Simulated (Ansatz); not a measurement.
# Run report: B2SiH6, geometry relaxation (part 2 of 2)

B2SiH6; RKS PBE0-D4/def2-TZVP (Ansatz 0.2.0). The geometry: PBE-D4/def2-SVP start.

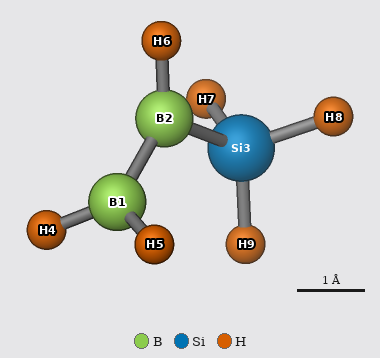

The geometry at step 7 of the log (ball-and-stick view, seen at a tilt; atoms are numbered from 1 in the order of the input).

**Trajectory as extended XYZ (Å, eV, eV/Å), 12 frames, from step=1 to step=12**
```
9
Properties=species:S:1:pos:R:3:forces:R:3 step=1 energy=-9321.15333
B    -1.1842    0.9180   -0.7148   -0.3188   0.0490   0.0091
B     0.3959    0.6250   -0.6612    0.1796   0.0713  -0.0865
Si    0.6989   -0.8623    0.7082    0.1358  -0.1721   0.1547
H    -1.9440    0.2721   -1.4215    0.3147   0.2349   0.2619
H    -1.7191    1.6729    0.0850    0.2249  -0.2853  -0.3000
H     1.3939    1.0584   -1.1994   -0.4249  -0.1563   0.2007
H     1.4212   -2.0039    0.0362   -0.1637   0.2423   0.1402
H     1.5772   -0.3151    1.8070   -0.1936  -0.1150  -0.2336
H    -0.5512   -1.4113    1.3432    0.2459   0.1312  -0.1466
9
Properties=species:S:1:pos:R:3:forces:R:3 step=2 energy=-9321.17902
B    -1.1845    0.9206   -0.7168   -0.1067  -0.0185   0.0437
B     0.3869    0.6181   -0.6516    0.0848  -0.0045  -0.0123
Si    0.7067   -0.8640    0.7096    0.0038  -0.0274   0.0285
H    -1.9298    0.2793   -1.4165    0.0918   0.0844   0.0586
H    -1.7100    1.6666    0.0739    0.0624  -0.0658  -0.1056
H     1.3678    1.0496   -1.1878   -0.1192  -0.0218   0.0375
H     1.4165   -1.9963    0.0411   -0.0374   0.0639   0.0331
H     1.5738   -0.3210    1.7992   -0.0439  -0.0295  -0.0610
H    -0.5391   -1.3993    1.3317    0.0643   0.0192  -0.0226
9
Properties=species:S:1:pos:R:3:forces:R:3 step=3 energy=-9321.18063
B    -1.1862    0.9115   -0.7077    0.0181   0.1123  -0.1009
B     0.3838    0.6121   -0.6452   -0.0270  -0.0643   0.0680
Si    0.7081   -0.8673    0.7129    0.0203   0.0138  -0.0157
H    -1.9229    0.2928   -1.4253   -0.0113  -0.0370   0.0176
H    -1.7070    1.6757    0.0582   -0.0112  -0.0215   0.0327
H     1.3504    1.0524   -1.1868    0.0045   0.0147  -0.0163
H     1.4160   -1.9925    0.0430    0.0083  -0.0184  -0.0085
H     1.5753   -0.3255    1.7953    0.0126   0.0053   0.0163
H    -0.5290   -1.4055    1.3384   -0.0144  -0.0049   0.0069
9
Properties=species:S:1:pos:R:3:forces:R:3 step=4 energy=-9321.18186
B    -1.1866    0.9214   -0.7169   -0.0020   0.0048   0.0020
B     0.3809    0.6109   -0.6427   -0.0005  -0.0390   0.0363
Si    0.7098   -0.8685    0.7139   -0.0022   0.0155  -0.0137
H    -1.9239    0.2928   -1.4249   -0.0113  -0.0048  -0.0185
H    -1.7093    1.6752    0.0576   -0.0115   0.0178   0.0041
H     1.3481    1.0501   -1.1842    0.0169   0.0165  -0.0181
H     1.4175   -1.9937    0.0431    0.0081  -0.0111  -0.0092
H     1.5782   -0.3269    1.7959    0.0119   0.0059   0.0099
H    -0.5263   -1.4077    1.3409   -0.0094  -0.0057   0.0072
9
Properties=species:S:1:pos:R:3:forces:R:3 step=5 energy=-9321.18203
B    -1.1902    0.9213   -0.7176    0.0795  -0.0093   0.0011
B     0.3806    0.6067   -0.6346   -0.0630   0.0241  -0.0134
Si    0.7121   -0.8703    0.7171    0.0150   0.0036  -0.0054
H    -1.9212    0.2920   -1.4324   -0.0149   0.0077  -0.0058
H    -1.7141    1.6796    0.0523   -0.0181   0.0071  -0.0066
H     1.3437    1.0535   -1.1802   -0.0034   0.0005  -0.0010
H     1.4152   -1.9947    0.0394   -0.0008  -0.0159  -0.0003
H     1.5891   -0.3318    1.7939    0.0024  -0.0018   0.0157
H    -0.5266   -1.4026    1.3450    0.0034  -0.0161   0.0157
9
Properties=species:S:1:pos:R:3:forces:R:3 step=6 energy=-9321.18290
B    -1.1996    0.9306   -0.7253    0.0650  -0.0011  -0.0049
B     0.3662    0.5973   -0.6224   -0.0142  -0.0197   0.0214
Si    0.7202   -0.8805    0.7264   -0.0227   0.0510  -0.0478
H    -1.9284    0.3149   -1.4531   -0.0193  -0.0048  -0.0123
H    -1.7255    1.7000    0.0310   -0.0186   0.0147   0.0057
H     1.3333    1.0405   -1.1652   -0.0106   0.0139  -0.0112
H     1.4262   -1.9946    0.0347   -0.0005  -0.0197   0.0111
H     1.6053   -0.3321    1.7917    0.0012  -0.0127   0.0187
H    -0.5092   -1.4224    1.3649    0.0197  -0.0216   0.0195
9
Properties=species:S:1:pos:R:3:forces:R:3 step=7 energy=-9321.18435
B    -1.2258    0.9576   -0.7493    0.0921  -0.0176   0.0008
B     0.3312    0.5758   -0.5881   -0.0466  -0.0363   0.0375
Si    0.7390   -0.9003    0.7458   -0.0346   0.0133  -0.0028
H    -1.9424    0.3712   -1.5146    0.0032   0.0037   0.0059
H    -1.7591    1.7579   -0.0299    0.0016  -0.0013  -0.0044
H     1.2983    1.0240   -1.1325   -0.0333   0.0173  -0.0085
H     1.4453   -2.0015    0.0319   -0.0035  -0.0008  -0.0039
H     1.6524   -0.3518    1.7885   -0.0039   0.0037  -0.0027
H    -0.4503   -1.4792    1.4310    0.0251   0.0181  -0.0219
9
Properties=species:S:1:pos:R:3:forces:R:3 step=8 energy=-9321.18512
B    -1.2231    0.9565   -0.7491    0.0088  -0.0062   0.0063
B     0.3287    0.5693   -0.5804   -0.0188   0.0007   0.0009
Si    0.7421   -0.9030    0.7472   -0.0103  -0.0009   0.0138
H    -1.9399    0.3722   -1.5155    0.0009   0.0042  -0.0038
H    -1.7561    1.7650   -0.0386    0.0021  -0.0020  -0.0016
H     1.2835    1.0314   -1.1328    0.0077   0.0067  -0.0104
H     1.4465   -2.0045    0.0323   -0.0005  -0.0040  -0.0037
H     1.6554   -0.3548    1.7897    0.0003   0.0004   0.0028
H    -0.4485   -1.4784    1.4299    0.0098   0.0011  -0.0042
9
Properties=species:S:1:pos:R:3:forces:R:3 step=9 energy=-9321.18509 accepted=F
B    -1.2233    0.9573   -0.7488    0.0161  -0.0032   0.0081
B     0.3279    0.5671   -0.5816   -0.0183   0.0003   0.0034
Si    0.7425   -0.9029    0.7480   -0.0123  -0.0089   0.0050
H    -1.9395    0.3811   -1.5208   -0.0078  -0.0101  -0.0083
H    -1.7568    1.7600   -0.0329    0.0013   0.0105   0.0008
H     1.2820    1.0267   -1.1372    0.0103   0.0122  -0.0063
H     1.4495   -2.0040    0.0352    0.0008  -0.0059  -0.0021
H     1.6538   -0.3519    1.7907    0.0005   0.0032   0.0026
H    -0.4477   -1.4797    1.4301    0.0095   0.0019  -0.0032
9
Properties=species:S:1:pos:R:3:forces:R:3 step=10 energy=-9321.18515
B    -1.2236    0.9564   -0.7499    0.0035  -0.0040   0.0037
B     0.3274    0.5685   -0.5798    0.0071  -0.0013  -0.0005
Si    0.7432   -0.9034    0.7489    0.0009  -0.0006   0.0007
H    -1.9397    0.3757   -1.5193   -0.0033  -0.0001  -0.0038
H    -1.7558    1.7646   -0.0389   -0.0024   0.0033   0.0009
H     1.2802    1.0337   -1.1352   -0.0035  -0.0040   0.0044
H     1.4462   -2.0061    0.0331   -0.0031   0.0059   0.0020
H     1.6571   -0.3561    1.7919   -0.0041  -0.0016  -0.0052
H    -0.4466   -1.4794    1.4319    0.0048   0.0023  -0.0022
9
Properties=species:S:1:pos:R:3:forces:R:3 step=11 energy=-9321.18512 accepted=F
B    -1.2248    0.9551   -0.7487    0.0072   0.0197  -0.0220
B     0.3263    0.5670   -0.5787   -0.0039  -0.0037   0.0088
Si    0.7436   -0.9039    0.7494    0.0025  -0.0025   0.0013
H    -1.9401    0.3785   -1.5222   -0.0020  -0.0060   0.0070
H    -1.7564    1.7668   -0.0410   -0.0011  -0.0073   0.0062
H     1.2793    1.0322   -1.1331   -0.0020   0.0007  -0.0018
H     1.4470   -2.0054    0.0328   -0.0010  -0.0006  -0.0001
H     1.6584   -0.3560    1.7908   -0.0007   0.0006   0.0002
H    -0.4449   -1.4805    1.4335    0.0009  -0.0009   0.0005
9
Properties=species:S:1:pos:R:3:forces:R:3 step=12 energy=-9321.18515
B    -1.2235    0.9562   -0.7500    0.0003  -0.0012   0.0012
B     0.3275    0.5686   -0.5799    0.0040  -0.0001  -0.0007
Si    0.7426   -0.9030    0.7487    0.0022  -0.0017   0.0015
H    -1.9397    0.3757   -1.5195   -0.0020   0.0002  -0.0018
H    -1.7557    1.7643   -0.0387   -0.0016   0.0016   0.0003
H     1.2806    1.0335   -1.1347   -0.0020  -0.0027   0.0029
H     1.4455   -2.0054    0.0334    0.0015  -0.0014  -0.0046
H     1.6567   -0.3565    1.7911    0.0023   0.0041   0.0015
H    -0.4457   -1.4797    1.4325   -0.0046   0.0011  -0.0002
```

This output came from the following input.

**The input**
```yaml
crystal:
  periodic: [false, false, false]
  atoms:
    - {symbol: B, position_ang: [-1.184236, 0.917987, -0.714832]}
    - {symbol: B, position_ang: [0.395896, 0.624977, -0.661161]}
    - {symbol: Si, position_ang: [0.698859, -0.862317, 0.708242]}
    - {symbol: H, position_ang: [-1.944017, 0.272075, -1.421517]}
    - {symbol: H, position_ang: [-1.719075, 1.672855, 0.085010]}
    - {symbol: H, position_ang: [1.393917, 1.058415, -1.199367]}
    - {symbol: H, position_ang: [1.421230, -2.003932, 0.036180]}
    - {symbol: H, position_ang: [1.577153, -0.315102, 1.807004]}
    - {symbol: H, position_ang: [-0.551228, -1.411257, 1.343242]}
basis:
  gaussian: {orbitals: def2-TZVP}
hamiltonian: {xc: pbe0, dispersion: d4}
relax: {f_tol: 0.005, max_steps: 150}
```

Launched with:
```bash
ansatz run in.yaml --threads 2 --pin off --events-out ev --progress --plain --max-ram 4352MiB
```

**Results in brief**

- outcome: converged
- total energy: −9321.1852 eV
- mean-field energy: −9321.0684 eV
- dispersion energy: −0.1168 eV
- SCF solution under orbital rotations: stable
- largest force (length of the vector) at the end: 0.005 eV/Å
- dipole moment: 0.32 D
- hardware: 2 threads of INTEL XEON PLATINUM @ 2.10GHz, 23 GiB of memory available, shared host
- wall time: 17 s (CPU time 31 s)
- peak memory: 0.24 GiB
